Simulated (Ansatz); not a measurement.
# AsGaH8Si (built from SMILES [AsH3].[SiH3][GaH2]): search for a transition state, part 1 of 2

Aim: find the saddle point of a four-centre ligand exchange that is to form Ga1–As6, Si2–H5 and break Ga1–Si2, H5–As6, prove it by its vibrations, and relax downhill on both sides to see what it joins.

Computed with Ansatz 0.2.0, Gaussian basis. Level: PBE0-D4, def2-SVP first, then def2-TZVP.

152 further runs of the same task are left out: 152 set aside as unsound or not needed. Runs told in other sessions of the task aren't counted.

## 1. Where the work starts

The guess: 11 atoms, charge 0, spin multiplicity 1.

Atoms are counted from 1 here; the program's logs count them from 0.

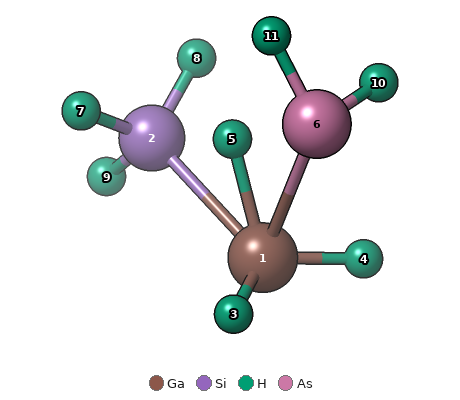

The starting geometry (gallium brown, silicon purple, hydrogen teal, arsenic pink); atoms are numbered from 1 in the order of the file.

As a file:

```xyz
11
AsGaH8Si
Ga   -0.8593   -1.1352   -0.7692
Si    1.1632   -0.8153    1.0193
H    -0.5717   -1.2956   -2.3022
H    -2.3468   -0.8751   -0.3493
H     0.1454    0.3019   -0.1026
As   -0.8484    1.6609   -1.1412
H     2.3939   -0.3281    0.3709
H     0.8331    0.0838    2.1399
H     1.5218   -2.1045    1.6439
H    -1.6496    1.9199    0.1035
H     0.2185    2.5872   -0.6131
```

Distances that are to change: Ga1–As6 2.82 Å, Si2–H5 1.88 Å, Ga1–Si2 2.72 Å, H5–As6 1.98 Å.

## 2. Relaxing the guess with the reacting distances held

hold/in.yaml

```yaml
crystal:
  periodic: [false, false, false]
  atoms:
    - {symbol: Ga, position_ang: [-0.859300, -1.135200, -0.769200]}
    - {symbol: Si, position_ang: [1.163200, -0.815300, 1.019300]}
    - {symbol: H, position_ang: [-0.571700, -1.295600, -2.302200]}
    - {symbol: H, position_ang: [-2.346800, -0.875100, -0.349300]}
    - {symbol: H, position_ang: [0.145400, 0.301900, -0.102600]}
    - {symbol: As, position_ang: [-0.848400, 1.660900, -1.141200]}
    - {symbol: H, position_ang: [2.393900, -0.328100, 0.370900]}
    - {symbol: H, position_ang: [0.833100, 0.083800, 2.139900]}
    - {symbol: H, position_ang: [1.521800, -2.104500, 1.643900]}
    - {symbol: H, position_ang: [-1.649600, 1.919900, 0.103500]}
    - {symbol: H, position_ang: [0.218500, 2.587200, -0.613100]}
basis:
  gaussian: {orbitals: def2-SVP}
hamiltonian: {xc: pbe0, dispersion: d4}
relax: {f_tol: 0.04, max_steps: 150, escape_saddle: false, constraints: [{distance: [0, 5]}, {distance: [1, 4]}, {distance: [0, 1]}, {distance: [4, 5]}]}
```

Launch:

```bash
$ ansatz run in.yaml --threads 8 --pin off --events-out ev --progress --plain --max-ram 19148MiB
```

Log, shortened:

```text
Functional definition: PBE0
  name "PBE0"
  cite "Adamo & Barone, J. Chem. Phys. 110, 6158 (1999) doi:10.1063/1.478522"
  cite "Perdew, Burke & Ernzerhof, Phys. Rev. Lett. 77, 3865 (1996) doi:10.1103/PhysRevLett.77.3865"
  parent pbe
[...]
1290 factors; integrals over basis functions are off by at most 3.9e-4 eV
[...]
mean field -121190.44796963 eV, -4453.6668170479 hartree, gradient 4.9e-5 eV, S^2 0.000000; 0 other end points of the search recorded, 0 dependent functions left out
[...]
reference -121190.44800042 eV, -4453.6668181796 hartree; 43, 43 occupied and 79, 79 virtual orbitals, 1290 factors
relax step   1: F+E_penalty+E_count = -121190.68101205 eV  Δ(F+E_penalty+E_count) = +0.000e0 eV  max|allowed force component| = 4.945e-1 eV/Å  Δτ_max = 0.0000 Å  (25 SCF iters, accepted)
[...]
relax step   7: F+E_penalty+E_count = -121191.09074019 eV  Δ(F+E_penalty+E_count) = -1.353e-2 eV  max|allowed force component| = 4.330e-2 eV/Å  Δτ_max = 0.0932 Å  (26 SCF iters, accepted)
[...]
relax step   8: F+E_penalty+E_count = -121191.09414464 eV  Δ(F+E_penalty+E_count) = -3.404e-3 eV  max|allowed force component| = 2.395e-2 eV/Å  Δτ_max = 0.0615 Å  (25 SCF iters, accepted)
  distance Ga 0 - As 5 held at 2.820758 Å   reaction = +6.0193e-1 eV/Å
  distance Si 1 - H 4 held at 1.882209 Å   reaction = -2.7072e-1 eV/Å
  distance Ga 0 - Si 1 held at 2.718745 Å   reaction = +6.8941e-1 eV/Å
  distance H 4 - As 5 held at 1.978183 Å   reaction = -1.1246e-1 eV/Å
1290 factors; integrals over basis functions are off by at most 5.6e-4 eV
[...]
mean field -121190.85730405 eV, -4453.6818598105 hartree, gradient 4.7e-5 eV, S^2 0.000000; 1 other end points of the search recorded, 0 dependent functions left out
[...]
reference -121190.85733509 eV, -4453.6818609511 hartree; 43, 43 occupied and 79, 79 virtual orbitals, 1290 factors
Total energy: -121191.09417568 eV, -4453.6905646822 hartree
Atom 0 at    -0.914628    -0.995405    -0.897030 Å, force     0.466392     0.670059     0.435983 eV/Å
Atom 1 at     1.031133    -0.699134     0.978552 Å, force    -0.319738    -0.226528    -0.343579 eV/Å
Atom 2 at    -0.182534    -1.362150    -2.213192 Å, force    -0.015319     0.000669     0.008415 eV/Å
Atom 3 at    -2.234568    -1.331073    -0.158401 Å, force     0.003640    -0.001756    -0.005745 eV/Å
Atom 4 at    -0.111146     0.331389    -0.105853 Å, force    -0.118030     0.078630    -0.093953 eV/Å
Atom 5 at    -1.028822     1.819865    -1.030794 Å, force    -0.045176    -0.522691    -0.037965 eV/Å
Atom 6 at     2.267744    -0.116994     0.375530 Å, force     0.016758     0.003909     0.008530 eV/Å
Atom 7 at     0.632318     0.107553     2.170465 Å, force    -0.010278     0.004111     0.019112 eV/Å
Atom 8 at     1.320922    -2.100605     1.424093 Å, force     0.005416    -0.017501     0.008928 eV/Å
Atom 9 at    -1.227619     2.147634     0.444616 Å, force     0.001693     0.002580     0.007155 eV/Å
Atom 10 at     0.447301     2.198819    -0.988087 Å, force     0.014643     0.008519    -0.006881 eV/Å
Dipole moment:     0.033024    -0.052756     0.051328 e Å
```

Wall time 14 s (8 threads of Arm Neoverse V1, shared host).

Relaxation path:

| step | energy from step 1 (eV) | largest force component (eV/Å) |
| --- | --- | --- |
| 1 | 0.0000 | 0.4945 |
| 2 | -0.2428 | 0.4234 |
| 3 | -0.3368 | 0.3969 |
| 4 | -0.3781 | 0.3830 |
| 5 | -0.3873 | 0.1997 |
| 6 | -0.3962 | 0.2915 |
| 7 | -0.4097 | 0.0433 |
| 8 | -0.4131 | 0.0239 |

Close pairs (by a distance rule), those that changed most:

| bond | before (Å) | after (Å) | change (Å) |
| --- | --- | --- | --- |
| Ga1–H5 | 1.876 | 1.741 | -0.135 |
| Si2–H9 | 1.477 | 1.499 | +0.022 |
| As6–H10 | 1.503 | 1.524 | +0.022 |
| Si2–H7 | 1.474 | 1.494 | +0.020 |
| Si2–H8 | 1.474 | 1.493 | +0.019 |
| Ga1–H4 | 1.567 | 1.549 | -0.018 |
| Ga1–H3 | 1.568 | 1.550 | -0.018 |
| As6–H11 | 1.508 | 1.525 | +0.016 |

## 3. A starting Hessian

hessian/in.yaml

```yaml
crystal:
  periodic: [false, false, false]
  atoms:
    - {symbol: Ga, position_ang: [-0.914628, -0.995405, -0.897030]}
    - {symbol: Si, position_ang: [1.031133, -0.699134, 0.978552]}
    - {symbol: H, position_ang: [-0.182534, -1.362150, -2.213192]}
    - {symbol: H, position_ang: [-2.234568, -1.331073, -0.158401]}
    - {symbol: H, position_ang: [-0.111146, 0.331389, -0.105853]}
    - {symbol: As, position_ang: [-1.028822, 1.819865, -1.030794]}
    - {symbol: H, position_ang: [2.267744, -0.116994, 0.375530]}
    - {symbol: H, position_ang: [0.632318, 0.107553, 2.170465]}
    - {symbol: H, position_ang: [1.320922, -2.100605, 1.424093]}
    - {symbol: H, position_ang: [-1.227619, 2.147634, 0.444616]}
    - {symbol: H, position_ang: [0.447301, 2.198819, -0.988087]}
basis:
  gaussian: {orbitals: def2-SVP}
hamiltonian: {xc: pbe0, dispersion: d4}
phonons: {}
scf: {lower_state_search: off}
```

Launch:

```bash
$ ansatz run in.yaml --threads 8 --pin off --events-out ev --progress --plain --max-ram 19148MiB
```

Log, shortened:

```text
[... 5 set-up lines as earlier in the session ...]
[...]
1293 factors; integrals over basis functions are off by at most 3.0e-4 eV
[...]
mean field -121190.85731007 eV, -4453.6818600316 hartree, gradient 7.1e-6 eV, S^2 0.000000; 0 other end points of the search recorded, 0 dependent functions left out
[...]
reference -121190.85734097 eV, -4453.6818611671 hartree; 43, 43 occupied and 79, 79 virtual orbitals, 1293 factors
[... from here to the last solve, the lines of the solves are left out (65 solves) ...]
1293 factors; integrals over basis functions are off by at most 3.0e-4 eV
mean field -121190.85732893 eV, -4453.6818607246 hartree, gradient 6.6e-7 eV, S^2 0.000000; 0 other end points of the search recorded, 0 dependent functions left out
[...]
WARN: phonons: modes at or below zero, which the zero-point energy, F, S and C_V leave out: 1, the lowest at -731.95 cm⁻¹. A minimum has none, and a first-order saddle one
[...]
Atom 4 at    -0.111146     0.331389    -0.105853 Å, force    -0.118070     0.078643    -0.093918 eV/Å
Atom 5 at    -1.028822     1.819865    -1.030794 Å, force    -0.045169    -0.522689    -0.038068 eV/Å
Atom 6 at     2.267744    -0.116994     0.375530 Å, force     0.016612     0.003913     0.008374 eV/Å
Atom 7 at     0.632318     0.107553     2.170465 Å, force    -0.010275     0.004072     0.019122 eV/Å
Atom 8 at     1.320922    -2.100605     1.424093 Å, force     0.005400    -0.017487     0.008925 eV/Å
Atom 9 at    -1.227619     2.147634     0.444616 Å, force     0.001734     0.002554     0.007152 eV/Å
Atom 10 at     0.447301     2.198819    -0.988087 Å, force     0.014641     0.008548    -0.006800 eV/Å
Dipole moment:     0.033023    -0.052755     0.051326 e Å
Vibrations: -731.95 75.76 96.65 107.85 162.71 243.67 254.27 375.02 484.39 522.19 589.74 600.95 643.20 708.50 817.51 854.86 927.17 942.69 991.90 1533.85 2033.46 2059.35 2198.47 2215.96 2232.31 2234.14 2243.52 cm⁻¹, zero-point energy 1.621100 eV
Checks for a lower state left out: stability, starts, cluster_reference, orbital_swaps, neighbouring_geometries, increment
```

Run time: 59 s. Hardware: 8 threads of Arm Neoverse V1, shared host.

The structure is not stationary yet, so these wavenumbers are no spectrum; the search needs only the force constants.

## 4. Saddle search in the small basis

The search itself is an outer loop (partitioned rational-function steps, Bofill update of the Hessian). Each step is one single-point run with forces. It stops when the largest force is under 0.04 eV/Å and the followed curvature is negative. The first step's input:

presaddle/in.yaml

```yaml
crystal:
  periodic: [false, false, false]
  atoms:
    - {symbol: Ga, position_ang: [-0.914628, -0.995405, -0.897030]}
    - {symbol: Si, position_ang: [1.031133, -0.699134, 0.978552]}
    - {symbol: H, position_ang: [-0.182534, -1.362150, -2.213192]}
    - {symbol: H, position_ang: [-2.234568, -1.331073, -0.158401]}
    - {symbol: H, position_ang: [-0.111146, 0.331389, -0.105853]}
    - {symbol: As, position_ang: [-1.028822, 1.819865, -1.030794]}
    - {symbol: H, position_ang: [2.267744, -0.116994, 0.375530]}
    - {symbol: H, position_ang: [0.632318, 0.107553, 2.170465]}
    - {symbol: H, position_ang: [1.320922, -2.100605, 1.424093]}
    - {symbol: H, position_ang: [-1.227619, 2.147634, 0.444616]}
    - {symbol: H, position_ang: [0.447301, 2.198819, -0.988087]}
basis:
  gaussian: {orbitals: def2-SVP}
hamiltonian: {xc: pbe0, dispersion: d4}
output: {forces: true}
scf: {lower_state_search: off}
```

Launch:

```bash
$ ansatz run in.yaml --threads 8 --pin off --events-out ev --progress --plain --max-ram 19148MiB
```

Step by step:

| step | energy (eV) | largest force (eV/Å) | followed curvature (eV/Å²) |
| --- | --- | --- | --- |
| 1 | -121191.09416 | 0.6701 | -5.58 |
| 2 | -121191.21232 | 0.0723 | -5.58 |
| 3 | -121191.21876 | 0.2725 | -5.58 |
| 4 | -121191.22797 | 0.0757 | -5.59 |
| 5 | -121191.22674 | 0.0869 | -5.61 |
| 6 | -121191.22875 | 0.0839 | -5.62 |
| 7 | -121191.22566 | 0.1678 | -5.62 |
| 8 | -121191.22934 | 0.0149 | -5.62 |

The 8 steps took 8 s in all (8 threads of Arm Neoverse V1, shared host).

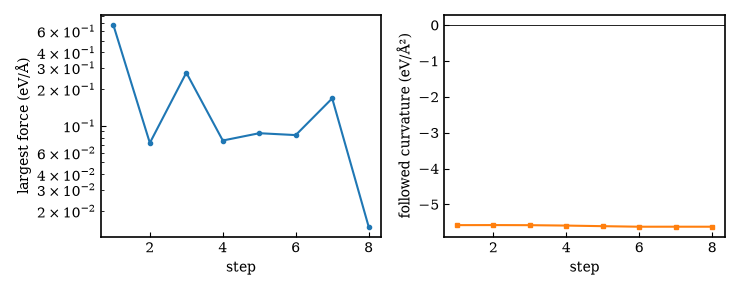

Largest force and followed curvature during the search.

## 5. Saddle search in triple zeta

The search itself is an outer loop (partitioned rational-function steps, Bofill update of the Hessian). Each step is one single-point run with forces. It stops when the largest force is under 0.01 eV/Å and the followed curvature is negative. The first step's input:

saddle/in.yaml

```yaml
crystal:
  periodic: [false, false, false]
  atoms:
    - {symbol: Ga, position_ang: [-0.817963, -0.837593, -0.789701]}
    - {symbol: Si, position_ang: [1.033569, -0.772609, 0.991785]}
    - {symbol: H, position_ang: [-0.107704, -1.274488, -2.099767]}
    - {symbol: H, position_ang: [-2.105183, -1.262339, -0.032213]}
    - {symbol: H, position_ang: [-0.040905, 0.473021, -0.041816]}
    - {symbol: As, position_ang: [-1.154702, 1.739144, -1.122894]}
    - {symbol: H, position_ang: [2.325134, -0.191907, 0.513452]}
    - {symbol: H, position_ang: [0.648773, -0.120363, 2.280135]}
    - {symbol: H, position_ang: [1.234041, -2.237824, 1.244294]}
    - {symbol: H, position_ang: [-1.289227, 2.234949, 0.311146]}
    - {symbol: H, position_ang: [0.274266, 2.249908, -1.254522]}
basis:
  gaussian: {orbitals: def2-TZVP}
hamiltonian: {xc: pbe0, dispersion: d4}
output: {forces: true}
scf: {lower_state_search: off}
```

Launch:

```bash
$ ansatz run in.yaml --threads 8 --pin off --events-out ev --progress --plain --max-ram 19148MiB
```

Step by step:

| step | energy (eV) | largest force (eV/Å) | followed curvature (eV/Å²) |
| --- | --- | --- | --- |
| 1 | -121208.30190 | 0.1407 | -5.62 |
| 2 | -121208.30391 | 0.0307 | -5.61 |
| 3 | -121208.30412 | 0.0141 | -5.62 |
| 4 | -121208.30419 | 0.0241 | -5.63 |
| 5 | -121208.30427 | 0.0233 | -5.63 |
| 6 | -121208.30433 | 0.0141 | -5.63 |
| 7 | -121208.30435 | 0.0089 | -5.63 |

The 7 steps took 12 s in all (8 threads of Arm Neoverse V1, shared host).

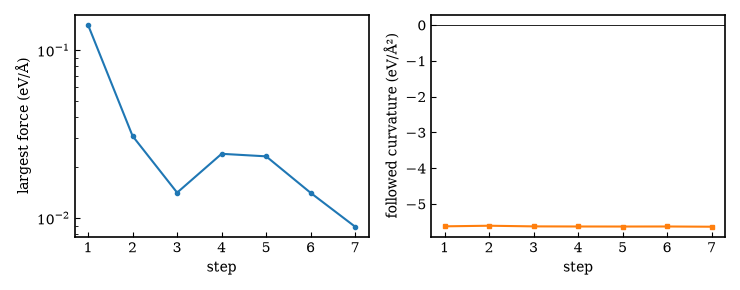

Largest force and followed curvature during the search.

Geometry at the end of the search:

```xyz
11
charge 0, multiplicity 1
Ga   -0.8226   -0.8449   -0.7870
Si    1.0303   -0.7671    0.9938
H    -0.1229   -1.2806   -2.1006
H    -2.1106   -1.2690   -0.0344
H    -0.0425    0.4676   -0.0431
As   -1.1474    1.7364   -1.1129
H     2.3050   -0.1594    0.5308
H     0.6274   -0.1410    2.2802
H     1.2564   -2.2235    1.2259
H    -1.2534    2.2434    0.3175
H     0.2804    2.2380   -1.2704
```

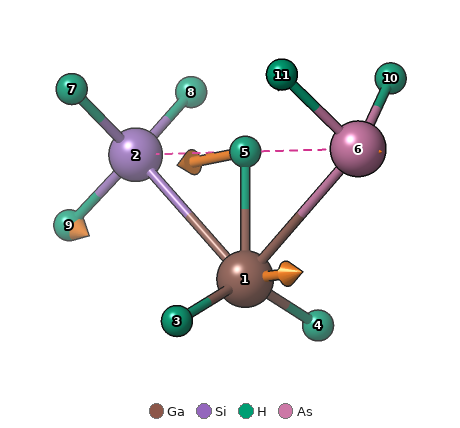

The point found; arrows show the followed mode. Pairs that react are joined by broken lines, hidden where the pair is close enough to be drawn as a bond.

(Continued in part 2 of 2.)
